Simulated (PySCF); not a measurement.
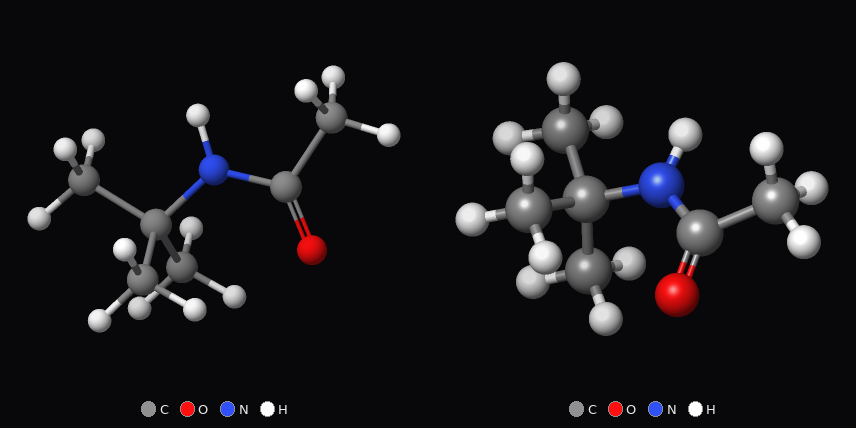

Two views of one molecule.

The computed structure is the end point of a GFN2-xTB optimisation. No frequency run is at hand to confirm it as a minimum.

Identify the structure.

It has 21 atoms: 6 carbon, 13 hydrogen, 1 nitrogen and 1 oxygen (C₆H₁₃NO). As SMILES it reads `CC(=O)NC(C)(C)C`. It has no ring. Among its groups: amide. Coordination: 5 C tetrahedral; 1 C trigonal planar; 1 N trigonal planar.

The parts below concern this one geometry. Atoms keep their numbers from picture to picture.

Electronic properties

No frequency run is at hand to confirm it as a minimum. Properties computed with PBE0/pcSseg-1, gas phase (PySCF 2.14.0).

> Estimate the dipole moment.

3.66 D.

> What is the HOMO energy (Kohn–Sham orbital)?

−7.09 eV.

> Estimate the LUMO energy (Kohn–Sham orbital).

0.92 eV.

Bond orders

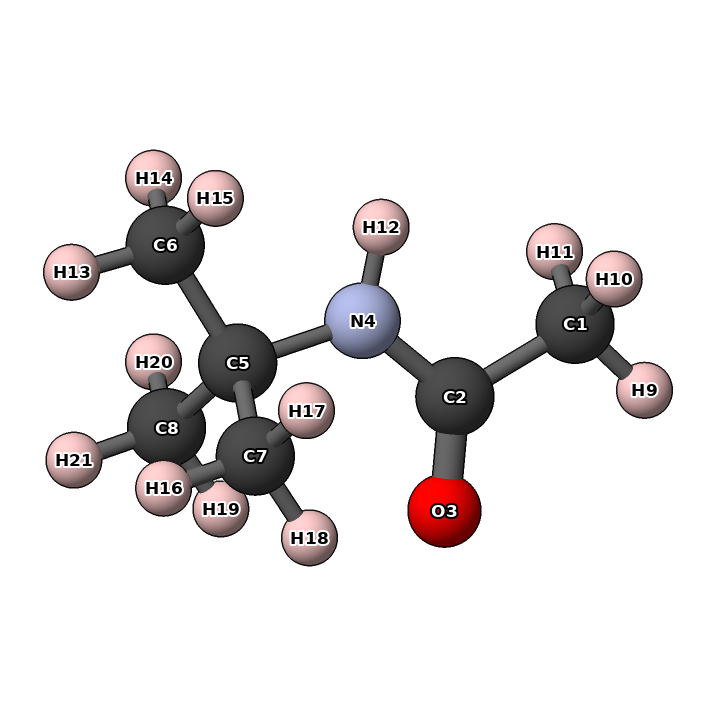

The thickness of each stick grows with its Mayer bond order. No frequency run is at hand to confirm it as a minimum. Computed with PBE0/pcSseg-1 (PySCF 2.14.0).

> Which bond between heavy atoms has the highest Mayer bond order?

C2–O3, 1.89, at a length of 1.212 Å.

> Which bond between heavy atoms has the lowest Mayer bond order?

N4–C5, 0.86, at 1.464 Å.

List the Mayer bond orders of C1–C2, C2–O3, C2–N4, N4–C5, C5–C6, C5–C7, C5–C8 (bonds between heavy atoms, one of each equivalent set). Atoms whose distances differ by more than 0.02 Å in this geometry are listed apart.

| bond | Mayer order | length (Å) |
| --- | --- | --- |
| C1–C2 | 0.99 | 1.519 |
| C2–O3 | 1.89 | 1.212 |
| C2–N4 | 1.17 | 1.352 |
| N4–C5 | 0.86 | 1.464 |
| C5–C6 | 1.03 | 1.528 |
| C5–C7 | 1.02 | 1.531 |
| C5–C8 | 1.01 | 1.531 |

Charges

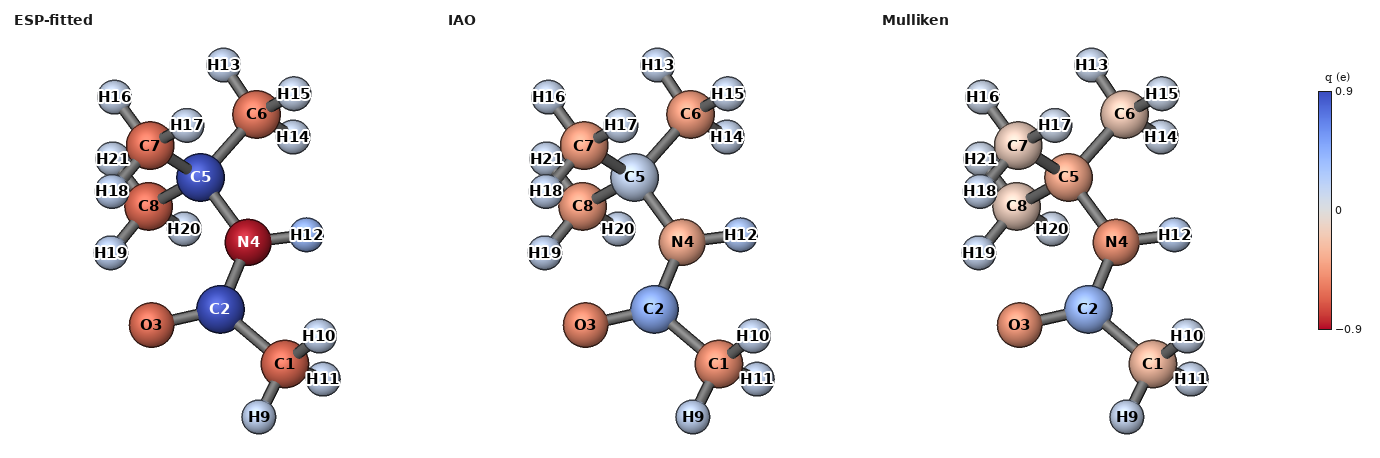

Atomic charges of one calculation by 3 schemes, on one colour scale. No frequency run is at hand to confirm it as a minimum. Computed with PBE0/pcSseg-1 (PySCF 2.14.0).

> Which scheme gives the most polar picture (largest mean size of the charges)?

The ESP-fitted charges are the largest in size here, and the Mulliken charges the smallest.

> On which atom do the schemes disagree most?

On C5 (from −0.37 to 0.87 e).

List the charges (e), one line for each set of equivalent atoms. Atoms whose distances differ by more than 0.02 Å in this geometry are listed apart.

| atom | ESP-fitted | IAO | Mulliken |
| --- | --- | --- | --- |
| C1 | −0.63 | −0.48 | −0.27 |
| C2 | 0.88 | 0.43 | 0.38 |
| O3 | −0.62 | −0.51 | −0.44 |
| N4 | −0.86 | −0.35 | −0.46 |
| C5 | 0.87 | 0.16 | −0.37 |
| C6 | −0.58 | −0.42 | −0.18 |
| C7 | −0.62 | −0.43 | −0.15 |
| C8 | −0.63 | −0.43 | −0.15 |
| H9 | 0.17 | 0.17 | 0.14 |
| H10 | 0.16 | 0.16 | 0.13 |
| H11 | 0.16 | 0.16 | 0.13 |
| H12 | 0.36 | 0.26 | 0.19 |
| H13 | 0.15 | 0.15 | 0.12 |
| H14 | 0.13 | 0.14 | 0.11 |
| H15 | 0.13 | 0.14 | 0.11 |
| H16 | 0.14 | 0.14 | 0.10 |
| H17 | 0.14 | 0.13 | 0.10 |
| H18 | 0.18 | 0.16 | 0.14 |
| H19 | 0.19 | 0.16 | 0.15 |
| H20 | 0.14 | 0.13 | 0.10 |
| H21 | 0.14 | 0.13 | 0.10 |

Mulliken values depend strongly on the basis set and can even reverse the polarity of a bond.
